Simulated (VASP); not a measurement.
## La with LDA: from relaxation to properties

Aim: relax La, then compute properties on the relaxed cell. The steps: full relaxation (LDA), second relaxation, density, ELF and potential (LDA), band structure (LDA), density of states (LDA), core-level energies (LDA) and bands along the symmetry lines (LDA + SOC). The start cell is built, not measured: it takes the structure of COD entry 9010991, Gd (space group 194 there), with all of its atoms replaced by other elements, volume scaled by an estimate. Left out of this account: 1 further run (relaxation: it shows nothing beyond the runs told).

Program: VASP 6.6.1. Level of theory: LDA; plane waves and PAW (La), in the first sound run; inputs show where later runs differ. Results are calculated unless marked as measured.

## Step 1: Starting point

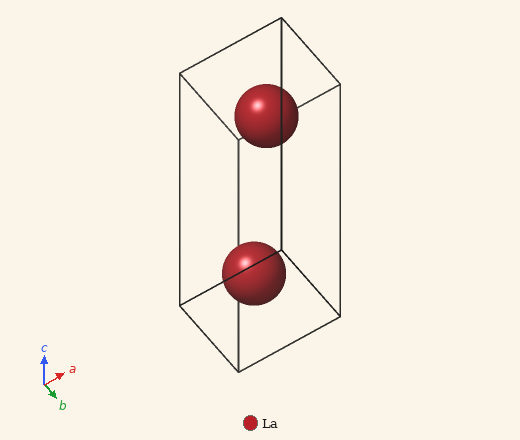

The cell as given, from a free direction (lanthanum red).

Structure file:

```cif
data_structure
_symmetry_space_group_name_H-M 'P-1'
_symmetry_Int_Tables_number 2
_cell_length_a 3.8389
_cell_length_b 3.8389
_cell_length_c 6.1054
_cell_angle_alpha 90.000
_cell_angle_beta 90.000
_cell_angle_gamma 120.000
_cell_volume 77.92
loop_
_atom_site_label
_atom_site_type_symbol
_atom_site_symmetry_multiplicity
_atom_site_Wyckoff_symbol
_atom_site_fract_x
_atom_site_fract_y
_atom_site_fract_z
_atom_site_occupancy
La1 La 2 i 0.66797 0.33979 0.24879 1
```

## Step 2: Full relaxation (LDA)

Properties are meant for the cell that this level of theory prefers, so cell and atoms are relaxed first (ISIF = 3) until forces and stress are small; EDIFFG sets the threshold. LDA, the lowest rung, knows the local density alone.

File INCAR:

```
SYSTEM = La
PREC = Accurate
ENCUT = 400
EDIFF = 1E-06
NELM = 100
ISMEAR = 1
SIGMA = 0.2
LREAL = .FALSE.
ALGO = Normal
GGA = CA
LORBIT = 11
LWAVE = .FALSE.
LCHARG = .FALSE.
IBRION = 2
NSW = 60
ISIF = 3
EDIFFG = -0.01
```

File POSCAR:

```
La
1.0
    3.8389500000      0.0000000000      0.0000000000
   -1.9194750000      3.3246280000      0.0000000000
    0.0000000000      0.0000000000      6.1053660000
La
2
Direct
    0.3421390000      0.6725570000      0.2489740000
    0.6625570000      0.3289160000      0.7514030000
```

File KPOINTS:

```
Automatic mesh
0
Gamma
6 6 3
0 0 0
```

Potentials, in the order of the species: La (LDA family, release 64).

Run with:

```console
$ mpirun -np 1 vasp_std
```

Output:

```text
[banner, memory and clock lines left out]
running    1 mpi-ranks, on    1 nodes
 distrk:  each k-point on    1 cores,    1 groups
 distr:  one band on    1 cores,    1 groups

 POSCAR found type information on POSCAR La
 POSCAR found :  1 types and       2 ions
 LDA part: xc-table for (Slater(with rela. corr.)+CA(PZ))
 , standard interpolation
 POSCAR, INCAR and KPOINTS ok, starting setup
 FFT: planning ... GRIDC
 FFT: planning ... GRID_SOFT
 FFT: planning ... GRID
 WAVECAR not read
 entering main loop
       N       E                     dE             d eps       ncg     rms          rms(c)
DAV:   1     0.236687750401E+03    0.23669E+03   -0.70417E+03  1688   0.162E+03
DAV:   2     0.247659366160E+02   -0.21192E+03   -0.21024E+03  2560   0.332E+02
DAV:   3    -0.676923932530E+01   -0.31535E+02   -0.31116E+02  2844   0.145E+02
DAV:   4    -0.106076611858E+02   -0.38384E+01   -0.36179E+01  3345   0.502E+01
DAV:   5    -0.109683579742E+02   -0.36070E+00   -0.35816E+00  2816   0.132E+01    0.306E+00
DAV:   6    -0.109848610824E+02   -0.16503E-01   -0.52708E-01  3344   0.566E+00    0.152E+00
DAV:   7    -0.109718363811E+02    0.13025E-01   -0.43735E-02  3080   0.170E+00    0.492E-01
DAV:   8    -0.109700955868E+02    0.17408E-02   -0.54171E-03  3353   0.540E-01    0.920E-02
DAV:   9    -0.109700250993E+02    0.70487E-04   -0.68540E-04  3312   0.188E-01    0.447E-02
DAV:  10    -0.109700467957E+02   -0.21696E-04   -0.11434E-04  3346   0.780E-02    0.236E-02
DAV:  11    -0.109700487413E+02   -0.19456E-05   -0.13545E-05  2648   0.317E-02    0.110E-02
DAV:  12    -0.109700484274E+02    0.31385E-06   -0.22917E-06  2016   0.191E-02
   1 F= -.10970048E+02 E0= -.10970043E+02  d E =-.109700E+02
 curvature:   0.00 expect dE= 0.000E+00 dE for cont linesearch  0.000E+00
 trial: gam= 0.00000 g(F)=  0.165E-03 g(S)=  0.307E+00 ort = 0.000E+00 (trialstep = 0.100E+01)
 search vector abs. value=  0.308E+00
 bond charge predicted
       N       E                     dE             d eps       ncg     rms          rms(c)
DAV:   1    -0.140496036272E+02   -0.30796E+01   -0.96833E+01  2247   0.107E+02    0.822E+00
DAV:   2    -0.120106315467E+02    0.20390E+01   -0.86332E+00  2946   0.385E+01    0.440E+00
DAV:   3    -0.111762151864E+02    0.83442E+00   -0.62595E+00  2496   0.242E+01    0.184E+00
DAV:   4    -0.111384100681E+02    0.37805E-01   -0.13053E+00  3352   0.153E+01    0.403E-01
DAV:   5    -0.111546678858E+02   -0.16258E-01   -0.99865E-02  3122   0.283E+00    0.508E-01
DAV:   6    -0.111580828516E+02   -0.34150E-02   -0.28177E-02  3312   0.123E+00    0.287E-01
DAV:   7    -0.111560779029E+02    0.20049E-02   -0.77979E-03  2592   0.101E+00    0.557E-02
DAV:   8    -0.111561360726E+02   -0.58170E-04   -0.61694E-04  3297   0.299E-01    0.309E-02
DAV:   9    -0.111561439150E+02   -0.78424E-05   -0.30158E-05  3054   0.428E-02    0.693E-03
DAV:  10    -0.111561458533E+02   -0.19383E-05   -0.41100E-06  2345   0.229E-02    0.176E-03
DAV:  11    -0.111561456527E+02    0.20051E-06   -0.76720E-07  1953   0.192E-02
   2 F= -.11156146E+02 E0= -.11155618E+02  d E =-.186097E+00
[... from here on, the cycles between the ionic steps are left out ...]
   3 F= -.11161893E+02 E0= -.11161254E+02  d E =-.191844E+00
   4 F= -.11161915E+02 E0= -.11161259E+02  d E =-.191866E+00
   5 F= -.11163736E+02 E0= -.11163197E+02  d E =-.182100E-02
   6 F= -.11164266E+02 E0= -.11163503E+02  d E =-.235112E-02
   7 F= -.11164272E+02 E0= -.11163470E+02  d E =-.235729E-02
   8 F= -.11164409E+02 E0= -.11163607E+02  d E =-.136774E-03
   9 F= -.11164515E+02 E0= -.11163722E+02  d E =-.243086E-03
  10 F= -.11164627E+02 E0= -.11163853E+02  d E =-.112582E-03
  11 F= -.11164767E+02 E0= -.11164046E+02  d E =-.252019E-03
 curvature:  -3.57 expect dE=-0.637E-04 dE for cont linesearch -0.105E-06
 trial: gam= 0.11164 g(F)=  0.997E-05 g(S)=  0.789E-05 ort = 0.296E-05 (trialstep = 0.131E+01)
 search vector abs. value=  0.222E-04
 bond charge predicted
       N       E                     dE             d eps       ncg     rms          rms(c)
DAV:   1    -0.111648187222E+02   -0.51742E-04   -0.55931E-03  2953   0.130E+00    0.329E-02
DAV:   2    -0.111647950655E+02    0.23657E-04   -0.27984E-04  2973   0.148E-01    0.149E-02
DAV:   3    -0.111647854430E+02    0.96225E-05   -0.38758E-05  3304   0.742E-02    0.399E-03
DAV:   4    -0.111647853327E+02    0.11025E-06   -0.20506E-06  2016   0.143E-02
  12 F= -.11164785E+02 E0= -.11164037E+02  d E =-.184187E-04
 trial-energy change:   -0.000018  1 .order   -0.000020   -0.000024   -0.000016
 step:   4.1819(harm=  4.1819)  dis= 0.00162  next Energy=   -11.164805 (dE=-0.380E-04)
 reached required accuracy - stopping structural energy minimisation
```

It took 6.5 min on 1 MPI rank of Intel Xeon Platinum 8488C (Sapphire Rapids), shared host; peak memory 0.19 GiB.

The logs omit lines about the potential files and the build; timing stands in the text.

OUTCAR, selected parts (step 2):

```text
ion  position               nearest neighbor table
   1  0.342  0.673  0.249-
   2  0.663  0.329  0.751-

  LATTYP: Found a hexagonal cell.
 ALAT       =     3.8389500000
 C/A-ratio  =     1.5903739304

 Subroutine GETGRP returns: Found  2 space group operations
 (whereof  1 operations were pure point group operations)

The static configuration has the point symmetry C_1 .
 The point group associated with its full space group is S_2 .

 Found     56 irreducible k-points:

   k-points           NKPTS =     56   k-points in BZ     NKDIM =     56   number of bands    NBANDS=     15

   dimension x,y,z NGX =    28 NGY =   28 NGZ =   40
   dimension x,y,z NGXF=    56 NGYF=   56 NGZF=   80

   ENCUT  =  400.0 eV  29.40 Ry    5.42 a.u.   6.26  6.26  9.96*2*pi/ulx,y,z

   NELECT =      22.0000    total number of electrons

 k-points in reciprocal lattice and weights: Automatic mesh
   0.00000000  0.00000000  0.00000000       0.009
   0.16666667  0.00000000  0.00000000       0.019
   0.00000000  0.16666667  0.00000000       0.019
  -0.16666667  0.16666667  0.00000000       0.019
   0.33333333  0.00000000  0.00000000       0.019
   0.00000000  0.33333333  0.00000000       0.019
  -0.33333333  0.33333333  0.00000000       0.019
   0.50000000 -0.00000000  0.00000000       0.009
   0.00000000  0.50000000  0.00000000       0.009
[...]
0.33333333  0.33333333  0.33333333       0.019
  -0.33333333 -0.33333333  0.33333333       0.019

 average (electrostatic) potential at core
       1 -94.7389       2 -94.7389

 E-fermi :   9.1221

 k-point     1 :       0.0000    0.0000    0.0000
  band No.  band energies     occupation
    ...
      6      -6.1826      2.00000
      7      -6.1809      2.00000
      8      -6.1219      2.00000
      9       6.0509      2.00000
     10       7.1387      2.00000
     11      10.1320     -0.00000
     12      10.4228     -0.00000
     13      10.4249     -0.00000
     14      10.6078     -0.00000
     15      10.7439     -0.00000

 k-point     2 :       0.1667    0.0000    0.0000
  band No.  band energies     occupation
    ...
      6      -6.6011      2.00000
      7      -6.2338      2.00000
      8      -6.1994      2.00000
      9       6.8571      2.00000
     10       7.7838      2.00000
     11       9.2489      0.13057
     12       9.8636     -0.00000
     13      10.1559     -0.00000
     14      10.4739     -0.00000
     15      10.6730     -0.00000

 k-point     3 :       0.0000    0.1667    0.0000
  band No.  band energies     occupation
    ...
      6      -6.5998      2.00000
      7      -6.2347      2.00000
      8      -6.2001      2.00000
      9       6.8573      2.00000
     10       7.7866      2.00000
     11       9.2454      0.14556
     12       9.8687     -0.00000
     13      10.1573     -0.00000
     14      10.4729     -0.00000
     15      10.6725     -0.00000

  Total       -0.0009724      0.0000034      0.0154616     -0.0001001     -0.0001869     -0.0002930
  in kB       -0.0241393      0.0000833      0.3838195     -0.0024853     -0.0046399     -0.0072745
  external PRESSURE =       0.1199212 kB  Pullay stress =       0.0000000 kB

  energy-cutoff  :      400.00
  volume of cell :       64.54
      direct lattice vectors                 reciprocal lattice vectors
     3.594565496 -0.000010343  0.000109727     0.278198203  0.160618445 -0.000012321
    -1.797291583  3.112987980  0.000011434     0.000000925  0.321235311 -0.000007133
     0.000181508  0.000128081  5.767854910    -0.000005292 -0.000003692  0.173374680

 POSITION                                       TOTAL-FORCE (eV/Angst)
 -----------------------------------------------------------------------------------
      0.00835      2.07898      1.44464        -0.002776     -0.003066     -0.006102
      1.80333      1.03871      4.32551         0.002776      0.003066      0.006102
 -----------------------------------------------------------------------------------
    total drift:                               -0.000001     -0.000000     -0.000002

  FREE ENERGIE OF THE ION-ELECTRON SYSTEM (eV)
  ---------------------------------------------------
  free  energy   TOTEN  =       -11.1647853327 eV

  energy  without entropy=      -11.1625412669  energy(sigma->0) =      -11.16403731

 reached required accuracy - stopping structural energy minimisation

 total charge
# of ion       s       p       d       f       tot
--------------------------------------------------
    1        2.094   5.518   1.002   0.126   8.741
    2        2.094   5.518   1.002   0.126   8.741
--------------------------------------------------
tot          4.189  11.037   2.005   0.252  17.483

[... 3 further parts left out ...]
```

CONTCAR:

```
La
   1.00000000000000
     3.5945654964040639   -0.0000103428100784    0.0001097266138612
    -1.7972915825879934    3.1129879800283993    0.0000114342594719
     0.0001815079467970    0.0001280808495171    5.7678549095569238
  La
     2
Direct
     0.3362297192166163    0.6678328007213976    0.2504562778558692
     0.6684662807833865    0.3336401992785994    0.7499207221441313
```

The k-mesh is coarse for a metal. After so large a change of volume the plane waves of the start cell no longer fit, so the final stress carries a basis-set error. The run keeps the 2 symmetry operations of its start, so it cannot find a distortion of lower symmetry.

Step by step:

| step | energy less that of the first step (eV) | largest force (eV/Å) | pressure (GPa) | volume (Å³) |
| --- | --- | --- | --- | --- |
| 1 | 0.0000 | 0.0413 | -4.23 | 77.92 |
| 2 | -0.1861 | 0.0465 | -0.89 | 66.88 |
| 3 | -0.1918 | 0.0450 | -0.10 | 64.94 |
| 4 | -0.1919 | 0.0447 | 0.02 | 64.69 |
| 5 | -0.1937 | 0.0377 | 0.01 | 64.57 |
| 6 | -0.1942 | 0.0326 | 0.03 | 64.47 |
| 7 | -0.1942 | 0.0321 | 0.05 | 64.46 |
| 8 | -0.1944 | 0.0277 | 0.00 | 64.58 |
| 9 | -0.1945 | 0.0207 | -0.09 | 64.81 |
| 10 | -0.1946 | 0.0162 | -0.08 | 64.75 |
| 11 | -0.1947 | 0.0102 | 0.00 | 64.56 |
| 12 | -0.1947 | 0.0074 | 0.01 | 64.54 |

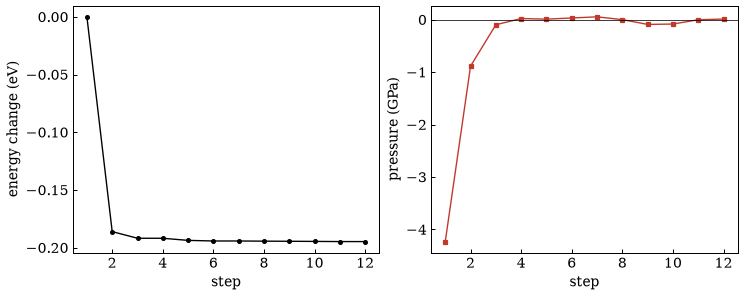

Energy and pressure along the relaxation.

| cell as run | before | after | change |
| --- | --- | --- | --- |
| a (Å) | 3.839 | 3.595 | -6.4 % |
| b (Å) | 3.839 | 3.595 | -6.4 % |
| c (Å) | 6.105 | 5.768 | -5.5 % |
| volume (Å³/atom) | 38.96 | 32.27 | -17.2 % |

The atoms that moved most (Å, as changes of fractional coordinates times the final cell):

| atom | dx | dy | dz | length |
| --- | --- | --- | --- | --- |
| La1 | -0.013 | -0.015 | 0.009 | 0.021 |
| La2 | 0.013 | 0.015 | -0.009 | 0.021 |

The relaxed structure:

```xyz
2
Lattice="3.5946 0.0000 0.0001 -1.7973 3.1130 0.0000 0.0002 0.0001 5.7679" Properties=species:S:1:pos:R:3 pbc="T T T"
La    0.0084    2.0790    1.4446
La    1.8033    1.0387    4.3255
```

This step gave:

- electrons: 22
- bands: 15
- irreducible k-points: 56
- symmetry operations: 2
- free energy (TOTEN): -11.16 eV
- energy at zero smearing: -11.16 eV
- Fermi energy: 9.122 eV
- pressure: 0.01199 GPa
- metallic: yes
- SCF cycles over all ionic steps: 83

It ends with a largest force of 0.007 eV/Å and a pressure of 0.01 GPa.

[end of part 1 of 3]

[Lines on the potential files, build, host, timing and source positions are cut from VASP's logs without a mark.]

[Logs are printed without paths, hosts, clocks, repeated set-up lines and the standing remarks that a program may print on its own settings, such as how far it seeks lower states.]

[Hosts, paths, dates, database ids (printed as entryN), source tags and the programs' standing remarks are cut or masked in the printed files.]

[A measured line is paired with the nearest computed mode of its activity, which favours agreement.]

[In band tables of VASP the shares of atoms and orbitals are scaled to a sum of 1 inside the atoms' spheres.]
